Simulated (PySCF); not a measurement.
# Cl4LiZr, charge +1, SMILES `[Li+].Cl[Zr](Cl)(Cl)Cl`: electronic structure

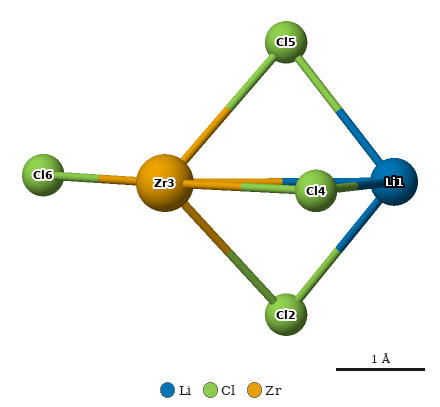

The molecule, with its atoms numbered as below. The pair's geometry is semi-empirical, so its contact may be too short or too long.

Cartesian coordinates (Å):

```
Li1     -1.5963   -0.0015    1.3204
Cl2     -0.1956   -1.5582    1.0475
Zr3      0.1889    0.0020   -0.6144
Cl4     -2.1740   -0.0032   -0.6952
Cl5     -0.1996    1.5578    1.0483
Cl6      2.4064   -0.0009   -0.1879
```

### 1. Bonding charge

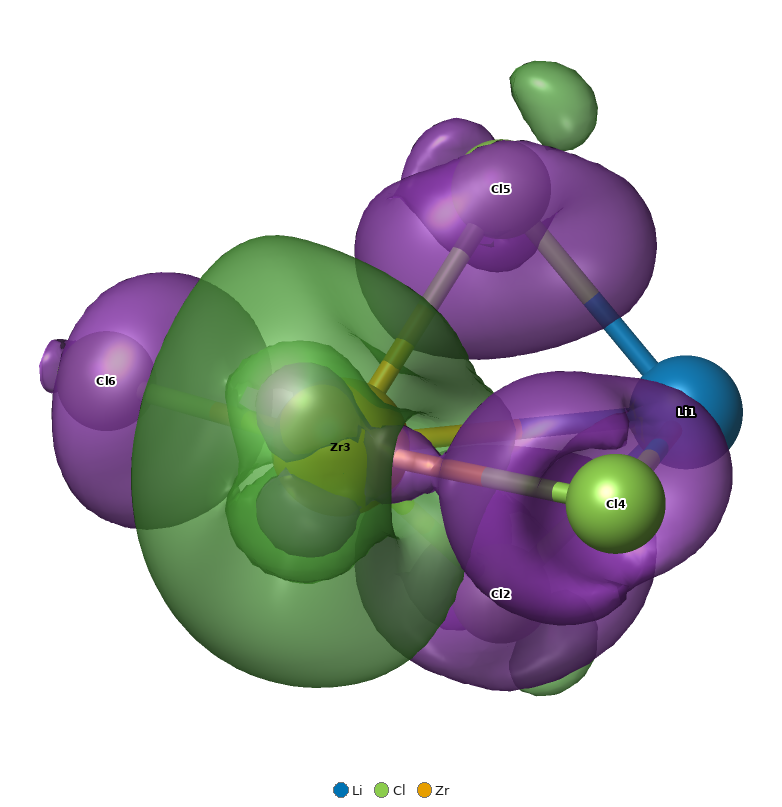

Deformation density (molecule less spherical, spin-averaged free atoms at the same positions), surfaces at ±0.04 e/Å³; purple: gain, green: loss.

Level of theory: CAM-B3LYP/def2-SVPD (PySCF), at a geometry from GFN2-xTB. Core potentials replace the inner electrons of Zr; spin–orbit coupling isn't included. This is a single-reference result, which may miss multireference character in this system.

Q: Describe the bonding that the map shows.

A: Zr3–Cl5 and Cl2–Zr3: +0.12 e/Å³ at the bond critical point (bond length 2.31 Å). Zr3–Cl6: +0.11 e/Å³ at the bond critical point (bond length 2.26 Å). Zr3–Cl4: +0.09 e/Å³ at the bond critical point (bond length 2.36 Å). Li1–Cl4: +0.03 e/Å³ at the bond critical point (bond length 2.10 Å). Li1–Cl5 and Li1–Cl2: +0.02 e/Å³ at the bond critical point (bond length 2.11 Å). In all, 1.2 electrons gather in the regions of gain relative to the promolecule of neutral atoms (the regions of loss give up this much and the cation's charge besides). A small or negative value marks a very polar bond, one between electron-rich atoms, whose free-atom densities already overlap strongly, a long bond to a heavier atom, or a closed-shell contact such as a hydrogen bond.

Q: Where do the Hirshfeld charges lie?

A: The highest Hirshfeld charge is on Zr3 (+0.93 e), the lowest on Cl4 (−0.13 e).

| atom | charge (e) |
| --- | --- |
| Li1 | +0.39 |
| Cl2 | −0.06 |
| Zr3 | +0.93 |
| Cl4 | −0.13 |
| Cl5 | −0.06 |
| Cl6 | −0.07 |

### 2. Local ionisation energy

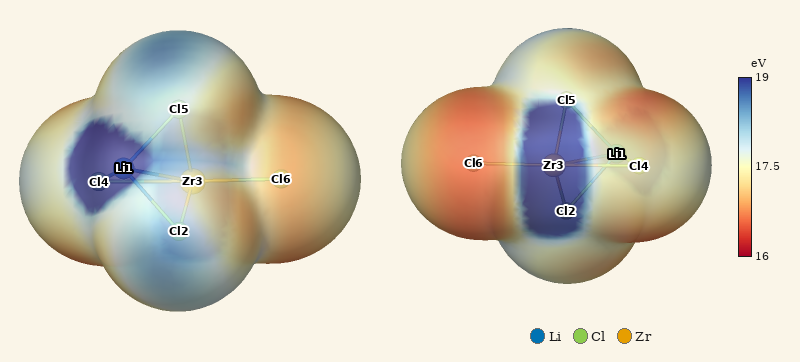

Average local ionisation energy on the surface of electron density 0.001 a.u. (back view left, front view right).

Q: Locate the minima of the map.

A: The lowest value is 16.5 eV, 2.2 Å from Cl6. Further minima include 16.6 eV, 2.1 Å from Cl4, and at like points elsewhere; 16.9 eV, 2.1 Å from Cl2. For comparison, the highest occupied orbital lies at −14.9 eV.

Q: What volume does the surface enclose?

A: About 148 Å³.

### 3. Binding density

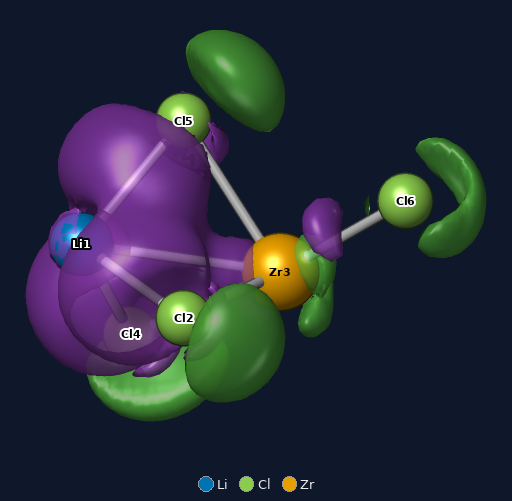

Density of the complex less the densities of the two fragments at the same geometry, ±0.015 e/Å³ (purple: gain, green: loss). Fragment A: Li(+1) (atom 1); fragment B: ZrCl4.

PySCF calculation, CAM-B3LYP/def2-SVPD, gas phase; geometry: GFN2-xTB. Core potentials replace the inner electrons of Zr; spin–orbit coupling isn't included.

Q: How is the density rearranged on binding?

A: Hirshfeld charges show 0.071 e passing from B to A. By Hirshfeld charges, electrons gather most on Li1 (−0.071 e) and leave Cl6 most (+0.103 e); 0.60 e is displaced in all.

Q: What is the interaction energy, and which contacts carry it?

A: The counterpoise-corrected interaction energy of the frozen fragments is −29.8 kcal/mol without dispersion correction and −31.9 kcal/mol with D3(BJ). D3 uses neutral-atom coefficients and tends to overbind metal cations. The pair geometry is semi-empirical, not a minimum at this level. Contacts: Li1···Cl4, 2.10 Å, ρ = 0.036 a.u.; Li1···Cl5, 2.11 Å, ρ = 0.034 a.u.; Li1···Cl2, 2.11 Å, ρ = 0.034 a.u. The pose is a local one from a semi-empirical search, not shown to be the most stable.
